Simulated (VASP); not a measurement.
Band structure of ZnF2 (rutile). These are TPSS meta-GGA, VASP's PBE PAW potentials (set 64) (plane waves; VASP) values and carry that method's errors.

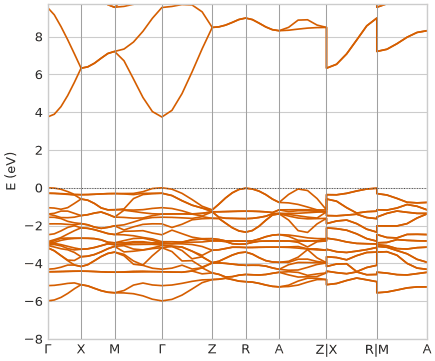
Bands along high-symmetry lines, zero at the valence-band maximum or, without a gap, the Fermi level

Read the plot: is there a gap, and where are the band edges?

The gap is direct, 3.75 eV, from the valence maximum at Γ to the conduction minimum at Γ.

Measured: gap 7.50 eV (computed value off by -3.75 eV), as given by Dominik Kurzydłowski et al., Inorganic Chemistry (2020), arXiv:1912.01850 [midpoint of the printed range].

The compound is ZnF2 in the rutile structure. It was relaxed first.
